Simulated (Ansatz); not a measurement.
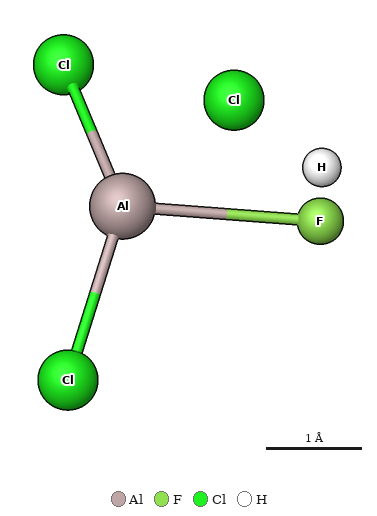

Fig. 1: The starting structure (ball-and-stick view, seen at a tilt). Sticks mark near contacts. Bond lengths as drawn: Al–Cl 2.01 Å and Al–F 2.11 Å.

## Geometry relaxation of AlHCl₃F

- system: AlHCl₃F
- method: UKS BLYP-D4/cc-pVDZ (Ansatz 0.2.0)

The input holds or restrains some coordinates. Forces given for the steps count only the free coordinates. It belongs to a series of runs on one base structure; here: pulled along the bonds that form and break, towards end A.

Log
```
The last accepted step is kept in [file] (removed where the run ends without a failure and the disk answers)
Engine: ansatz 0.2.0, x86_64-unknown-linux-gnu
Functional definition: BLYP
  parameter beta = 0.0042
  parameter a = 0.04918
  parameter b = 0.132
  parameter c = 0.2533
  parameter d = 0.349
  exchange = b88_x(beta = beta)
  correlation = lyp_c(a = a, b = b, c = c, d = d)
1239 factors; their error is unknown
mean field evaluation 1: about -46900.6259 eV, gradient 2.5e1 eV
mean field evaluation 2: about -46894.9267 eV, gradient 4.9e1 eV
mean field evaluation 4: about -46903.0422 eV, gradient 2.0e0 eV
mean field evaluation 8: about -46903.0563 eV, gradient 2.2e-2 eV
mean field evaluation 16: about -46902.9717 eV, gradient 1.4e-5 eV
mean field -46902.97166289 eV, -1723.6524166351 hartree, gradient 1.4e-5 eV, S^2 0.000000; 0 other end points of the search recorded, 0 dependent functions left out
the calculation of the forces begins
reference -46902.97200007 eV, -1723.6524290261 hartree; 37, 37 occupied and 54, 54 virtual orbitals, 1239 factors
relax step   1: F+E_penalty+E_count = -46903.36257431 eV  Δ(F+E_penalty+E_count) = +0.000e0 eV  max|allowed force component| = 3.160e0 eV/Å  E_restraint = 31.63308898 eV  max|allowed force component, restraints' pulls added| = 3.886e1 eV/Å  Δτ_max = 0.0000 Å  (28 SCF iters, accepted)
  distance Al 0 - Cl 5 = 2.6037 Å
  distance H 4 - F 1 = 1.1988 Å
  distance Al 0 - F 1 = 2.1135 Å
  distance H 4 - Cl 5 = 1.7507 Å
these checks for a lower state are left out or cut short: starts, cluster_reference, orbital_swaps, neighbouring_geometries, increment
1239 factors; their error is unknown
mean field -46902.74044238 eV, -1723.6439194382 hartree, gradient 2.6e-5 eV, S^2 0.000000; 0 other end points of the search recorded, 0 dependent functions left out
the calculation of the forces begins
reference -46902.74078600 eV, -1723.6439320660 hartree; 37, 37 occupied and 54, 54 virtual orbitals, 1239 factors
relax step   2: F+E_penalty+E_count = -46903.11940713 eV  Δ(F+E_penalty+E_count) = +2.432e-1 eV  max|allowed force component| = 3.825e0 eV/Å  E_restraint = 14.65977679 eV  max|allowed force component, restraints' pulls added| = 2.783e1 eV/Å  Δτ_max = 0.1949 Å  (32 SCF iters, accepted)
  distance Al 0 - Cl 5 = 2.9087 Å
  distance H 4 - F 1 = 1.4919 Å
  distance Al 0 - F 1 = 2.0082 Å
  distance H 4 - Cl 5 = 1.5864 Å
these checks for a lower state are left out or cut short: starts, cluster_reference, orbital_swaps, neighbouring_geometries, increment
1239 factors; their error is unknown
mean field -46903.08943182 eV, -1723.6567445635 hartree, gradient 6.0e-5 eV, S^2 0.000000; 0 other end points of the search recorded, 0 dependent functions left out
the calculation of the forces begins
reference -46903.08977972 eV, -1723.6567573487 hartree; 37, 37 occupied and 54, 54 virtual orbitals, 1239 factors
relax step   3: F+E_penalty+E_count = -46903.46323791 eV  Δ(F+E_penalty+E_count) = -3.438e-1 eV  max|allowed force component| = 3.675e0 eV/Å  E_restraint = 4.77591821 eV  max|allowed force component, restraints' pulls added| = 1.466e1 eV/Å  Δτ_max = 0.1949 Å  (30 SCF iters, accepted)
  distance Al 0 - Cl 5 = 3.1295 Å
  distance H 4 - F 1 = 1.8146 Å
  distance Al 0 - F 1 = 1.8980 Å
  distance H 4 - Cl 5 = 1.4327 Å
these checks for a lower state are left out or cut short: starts, cluster_reference, orbital_swaps, neighbouring_geometries, increment
1239 factors; their error is unknown
mean field evaluation 32: about -46903.2248 eV, gradient 5.8e0 eV
mean field -46903.46680336 eV, -1723.6706127120 hartree, gradient 3.5e-5 eV, S^2 0.000000; 0 other end points of the search recorded, 0 dependent functions left out
the calculation of the forces begins
reference -46903.46715559 eV, -1723.6706256562 hartree; 37, 37 occupied and 54, 54 virtual orbitals, 1239 factors
relax step   4: F+E_penalty+E_count = -46903.82893085 eV  Δ(F+E_penalty+E_count) = -3.657e-1 eV  max|allowed force component| = 1.766e0 eV/Å  E_restraint = 0.25656414 eV  max|allowed force component, restraints' pulls added| = 2.955e0 eV/Å  Δτ_max = 0.1942 Å  (32 SCF iters, accepted)
  distance Al 0 - Cl 5 = 3.4146 Å
  distance H 4 - F 1 = 2.1230 Å
  distance Al 0 - F 1 = 1.7587 Å
  distance H 4 - Cl 5 = 1.3205 Å
these checks for a lower state are left out or cut short: starts, cluster_reference, orbital_swaps, neighbouring_geometries, increment
1239 factors; their error is unknown
mean field -46903.59479726 eV, -1723.6753164010 hartree, gradient 1.8e-5 eV, S^2 0.000000; 0 other end points of the search recorded, 0 dependent functions left out
the calculation of the forces begins
reference -46903.59515183 eV, -1723.6753294310 hartree; 37, 37 occupied and 54, 54 virtual orbitals, 1239 factors
relax step   5: F+E_penalty+E_count = -46903.94044662 eV  Δ(F+E_penalty+E_count) = -1.115e-1 eV  max|allowed force component| = 9.716e-1 eV/Å  E_restraint = 0.01931954 eV  max|allowed force component, restraints' pulls added| = 5.636e-1 eV/Å  Δτ_max = 0.1947 Å  (29 SCF iters, accepted)
  distance Al 0 - Cl 5 = 3.5128 Å
  distance H 4 - F 1 = 2.1871 Å
  distance Al 0 - F 1 = 1.7522 Å
  distance H 4 - Cl 5 = 1.3171 Å
these checks for a lower state are left out or cut short: starts, cluster_reference, orbital_swaps, neighbouring_geometries, increment
1239 factors; their error is unknown
mean field -46903.62571567 eV, -1723.6764526313 hartree, gradient 1.3e-5 eV, S^2 0.000000; 0 other end points of the search recorded, 0 dependent functions left out
the calculation of the forces begins
reference -46903.62607460 eV, -1723.6764658221 hartree; 37, 37 occupied and 54, 54 virtual orbitals, 1239 factors
relax step   6: F+E_penalty+E_count = -46903.96562588 eV  Δ(F+E_penalty+E_count) = -2.518e-2 eV  max|allowed force component| = 9.776e-1 eV/Å  E_restraint = 0.01692785 eV  max|allowed force component, restraints' pulls added| = 1.947e-1 eV/Å  Δτ_max = 0.1920 Å  (28 SCF iters, accepted)
  distance Al 0 - Cl 5 = 3.5219 Å
  distance H 4 - F 1 = 2.1789 Å
  distance Al 0 - F 1 = 1.7487 Å
  distance H 4 - Cl 5 = 1.3210 Å
these checks for a lower state are left out or cut short: starts, cluster_reference, orbital_swaps, neighbouring_geometries, increment
1239 factors; their error is unknown
mean field -46903.59555855 eV, -1723.6753443776 hartree, gradient 3.9e-5 eV, S^2 0.000000; 0 other end points of the search recorded, 0 dependent functions left out
the calculation of the forces begins
reference -46903.59591678 eV, -1723.6753575427 hartree; 37, 37 occupied and 54, 54 virtual orbitals, 1239 factors
relax step   7: F+E_penalty+E_count = -46903.93709931 eV  Δ(F+E_penalty+E_count) = +2.853e-2 eV  max|allowed force component| = 1.161e0 eV/Å  E_restraint = 0.02381032 eV  max|allowed force component, restraints' pulls added| = 1.573e0 eV/Å  Δτ_max = 0.1953 Å  (32 SCF iters, rejected (line search))
  distance Al 0 - Cl 5 = 3.5286 Å
  distance H 4 - F 1 = 2.1888 Å
  distance Al 0 - F 1 = 1.7516 Å
  distance H 4 - Cl 5 = 1.3565 Å
these checks for a lower state are left out or cut short: starts, cluster_reference, orbital_swaps, neighbouring_geometries, increment
1239 factors; their error is unknown
mean field evaluation 64: about -46903.6355 eV, gradient 1.1e-5 eV
mean field -46903.63553743 eV, -1723.6768135744 hartree, gradient 1.1e-5 eV, S^2 0.000000; 0 other end points of the search recorded, 0 dependent functions left out
the calculation of the forces begins
reference -46903.63589609 eV, -1723.6768267549 hartree; 37, 37 occupied and 54, 54 virtual orbitals, 1239 factors
relax step   8: F+E_penalty+E_count = -46903.97632276 eV  Δ(F+E_penalty+E_count) = -1.070e-2 eV  max|allowed force component| = 9.757e-1 eV/Å  E_restraint = 0.01727424 eV  max|allowed force component, restraints' pulls added| = 1.298e-2 eV/Å  Δτ_max = 0.0976 Å  (29 SCF iters, accepted)
```

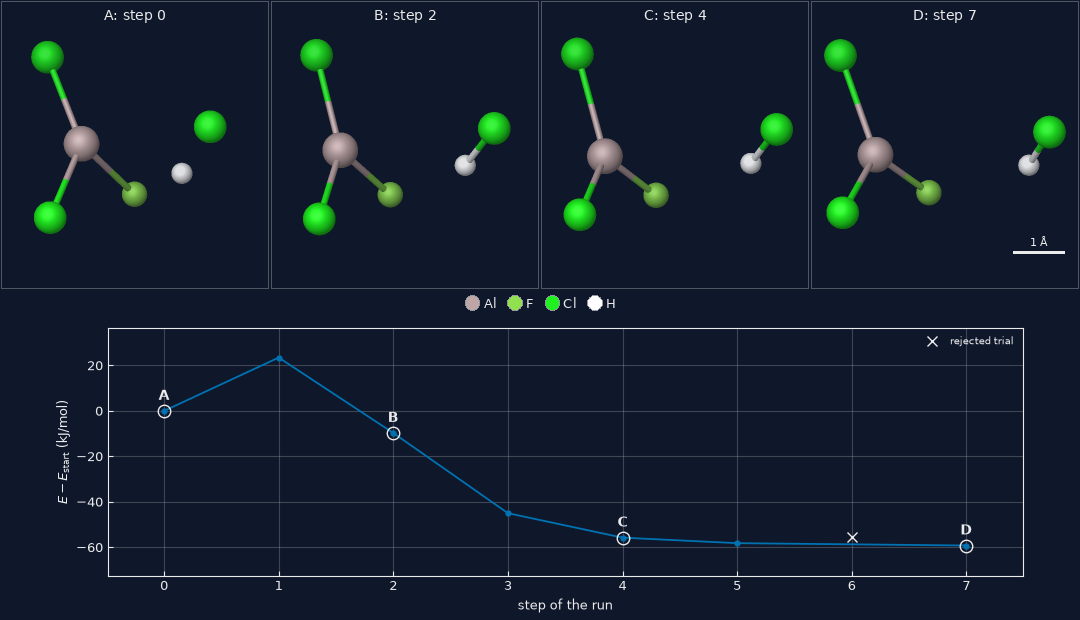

Fig. 2: Frames of the restrained relaxation (ball-and-stick view, seen at a tilt) above the curves, on which the letters mark them (the first geometry is step 0 here and step 1 in the log).

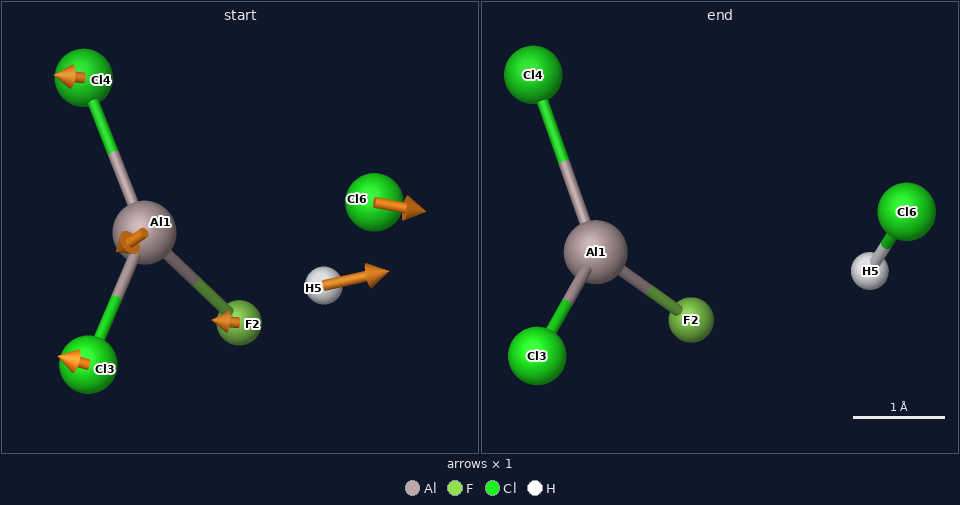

Fig. 3: Before (left) and after (right) the restrained relaxation, at one scale (ball-and-stick view, seen at a tilt). The orange arrows give the displacements, at true length. The largest move after the best rigid fit is that of H5, 0.77 Å. By element the largest moves are H 0.77 Å, Cl 0.60 Å, Al 0.50 Å, F 0.31 Å. Distances before and after: H5–Cl6 1.751 → 1.323 Å, Al1–F2 2.114 → 1.747 Å, Al1–Cl3 2.011 → 2.112 Å. New bonds form: H5–Cl6 (1.75 → 1.32 Å). Among the angles that change: Cl3–Al1–Cl4 139.9° → 123.3°, F2–Al1–Cl3 105.0° → 118.5°, F2–Al1–Cl4 105.5° → 118.0°. The energy falls by 59.2 kJ/mol in 7 geometry steps. Largest force component: 3.2 eV/Å at the start, 0.98 eV/Å at the end. The line search rejected the trial step at point 6 (counted from 0) and went back. (Atoms are counted from 1 in the order of the input.)

```
  distance Al 0 - Cl 5 = 3.5243 Å
  distance H 4 - F 1 = 2.1770 Å
  distance Al 0 - F 1 = 1.7475 Å
  distance H 4 - Cl 5 = 1.3228 Å
1239 factors; their error is unknown
mean field -46903.63553743 eV, -1723.6768135744 hartree, gradient 1.1e-5 eV, S^2 0.000000; 1 other end points of the search recorded, 0 dependent functions left out
the calculation of the forces begins
reference -46903.63589609 eV, -1723.6768267549 hartree; 37, 37 occupied and 54, 54 virtual orbitals, 1239 factors
Total energy: -46903.97668142 eV, -1723.6893503848 hartree
Atom 0 at    -0.784660    -0.551355     0.383643 Å, force     0.051817     0.975733    -0.384604 eV/Å
Atom 1 at    -0.961253     1.082568    -0.210316 Å, force     0.173873    -0.883874     0.302987 eV/Å
Atom 2 at    -1.126234    -2.152584    -0.951279 Å, force    -0.002888     0.000572     0.000306 eV/Å
Atom 3 at    -0.394316    -0.822321     2.442354 Å, force     0.000324    -0.005969     0.000687 eV/Å
Atom 4 at     1.071041     1.569883    -0.820030 Å, force     0.109206    -0.134106     0.007992 eV/Å
Atom 5 at     2.195522     0.873709    -0.844472 Å, force    -0.332333     0.047644     0.072631 eV/Å
Dipole moment:    -0.122002     0.028918     0.020206 e Å
```

Trajectory as extended XYZ (Å, eV, eV/Å), 8 frames, from step=1 to step=8
```
6
Properties=species:S:1:pos:R:3:forces:R:3 step=1 energy=-46903.36257
Al   -0.2934   -0.6454    0.3198    1.4210   3.1600  -1.5509
F    -0.7980    1.3001   -0.3340    1.8601  -1.2964   0.0928
Cl   -0.9604   -1.8720   -1.1275   -0.7672  -1.3989  -1.2280
Cl   -0.2113   -0.5350    2.3259   -0.0629  -0.1366   2.0030
H     0.3709    1.3091   -0.6000   -0.8077  -0.2148   0.2847
Cl    1.8923    0.4431   -0.5843   -1.6433  -0.1133   0.3984
6
Properties=species:S:1:pos:R:3:forces:R:3 step=2 energy=-46903.11941
Al   -0.4655   -0.6345    0.3530    0.3085   3.8248  -1.5739
F    -0.8913    1.2223   -0.2824    1.4342  -2.0459   0.4880
Cl   -0.9720   -1.8892   -1.1420   -0.4650  -1.3731  -1.1108
Cl   -0.2143   -0.5368    2.3509    0.1683  -0.2350   1.8028
H     0.5599    1.2688   -0.6256    0.8498  -0.7217   0.1207
Cl    1.9834    0.5692   -0.6541   -2.2958   0.5509   0.2732
6
Properties=species:S:1:pos:R:3:forces:R:3 step=3 energy=-46903.46324
Al   -0.6072   -0.6105    0.3745   -0.3884   3.6750  -1.3642
F    -1.0067    1.1450   -0.2263    0.9552  -2.1764   0.6499
Cl   -0.9741   -1.9039   -1.1530   -0.2236  -1.1895  -0.8135
Cl   -0.2102   -0.5403    2.3686    0.2564  -0.3240   1.3980
H     0.7508    1.2589   -0.6635    1.2561  -0.5977  -0.0242
Cl    2.0475    0.6507   -0.7005   -1.8557   0.6126   0.1540
6
Properties=species:S:1:pos:R:3:forces:R:3 step=4 energy=-46903.82893
Al   -0.7964   -0.5767    0.4025    0.0387   1.7660  -0.7096
F    -1.1035    1.0574   -0.1703    0.2784  -0.8893   0.2961
Cl   -0.9736   -1.9397   -1.1657   -0.0820  -0.5747  -0.0896
Cl   -0.2000   -0.5585    2.4002    0.0373  -0.3526   0.4618
H     0.9366    1.2831   -0.7131    0.0056   0.0831  -0.0314
Cl    2.1369    0.7343   -0.7536   -0.2782  -0.0325   0.0726
6
Properties=species:S:1:pos:R:3:forces:R:3 step=5 energy=-46903.94045
Al   -0.8263   -0.5191    0.3854    0.1619   0.9689  -0.4242
F    -1.0776    1.1145   -0.1963    0.2694  -0.9716   0.3200
Cl   -1.0291   -2.0765   -1.0388   -0.0483   0.0508   0.1701
Cl   -0.2784   -0.7319    2.4218   -0.1104  -0.0650  -0.1201
H     1.0139    1.3949   -0.7711   -0.0116   0.0692  -0.0230
Cl    2.1976    0.8180   -0.8012   -0.2609  -0.0522   0.0772
6
Properties=species:S:1:pos:R:3:forces:R:3 step=6 energy=-46903.96563
Al   -0.7601   -0.5585    0.3827   -0.1078   0.9776  -0.4592
F    -0.9777    1.0652   -0.2289    0.2755  -0.8614   0.3677
Cl   -1.1213   -2.1478   -0.9639    0.0391  -0.0159   0.0503
Cl   -0.4107   -0.7911    2.4542    0.0356  -0.0257  -0.0293
H     1.0841    1.5670   -0.7233    0.0496  -0.0929  -0.0718
Cl    2.1857    0.8651   -0.9209   -0.2920   0.0182   0.1423
6
Properties=species:S:1:pos:R:3:forces:R:3 step=7 energy=-46903.93710 accepted=F
Al   -0.8174   -0.5702    0.3991    0.2733   1.1608  -0.4299
F    -0.9274    1.0765   -0.1879    0.0035  -0.9804   0.3040
Cl   -1.1278   -2.1490   -0.9698   -0.0483  -0.0073   0.0333
Cl   -0.3809   -0.8281    2.4506   -0.0592  -0.0509   0.0005
H     1.0672    1.6128   -0.9124    0.7839  -0.6495   0.1745
Cl    2.1863    0.8578   -0.7796   -0.9531   0.5272  -0.0823
6
Properties=species:S:1:pos:R:3:forces:R:3 step=8 energy=-46903.97632
Al   -0.7847   -0.5514    0.3836    0.0518   0.9757  -0.3846
F    -0.9613    1.0826   -0.2103    0.1739  -0.8839   0.3030
Cl   -1.1262   -2.1526   -0.9513   -0.0029   0.0006   0.0003
Cl   -0.3943   -0.8223    2.4424    0.0003  -0.0060   0.0007
H     1.0710    1.5699   -0.8200    0.1092  -0.1341   0.0080
Cl    2.1955    0.8737   -0.8445   -0.3323   0.0476   0.0726
```

This output came from the following input.

Input file
```yaml
crystal:
  periodic: [false, false, false]
  atoms:
    - { symbol: Al, position_ang: [-0.2934, -0.6454, 0.3198] }
    - { symbol: F, position_ang: [-0.798, 1.3001, -0.334] }
    - { symbol: Cl, position_ang: [-0.9604, -1.872, -1.1275] }
    - { symbol: Cl, position_ang: [-0.2113, -0.535, 2.3259] }
    - { symbol: H, position_ang: [0.3709, 1.3091, -0.6] }
    - { symbol: Cl, position_ang: [1.8923, 0.4431, -0.5843] }
magnetization:
  spin_polarized: true
basis:
  gaussian: { orbitals: cc-pVDZ }
hamiltonian:
  xc: blyp
  dispersion: d4
relax:
  f_tol: 0.15
  max_steps: 25
  restrain:
    - { distance: [0, 5], at: 3.53, k: 30.0 }
    - { distance: [4, 1], at: 2.18, k: 30.0 }
    - { distance: [0, 1], at: 1.78, k: 30.0 }
    - { distance: [4, 5], at: 1.33, k: 30.0 }
```

Launched with:
```bash
ansatz run input.yaml --threads 2 --pin off --max-ram 3072MiB --backend cpu --events-out ev --progress --plain --runs-dir out
```

Summary

| quantity | value |
| --- | --- |
| outcome | converged under the restraints of the input |
| total energy | −46903.9767 eV |
| mean-field energy | −46903.6359 eV |
| largest force (length of the vector) at the end, held atoms and coordinates included | 1.050 eV/Å |
| hardware | 2 threads of Intel Xeon (Granite Rapids), 16 GiB of memory available, shared host |
| wall time | 17 s (CPU time 33 s) |
| peak memory | 0.2 GiB |
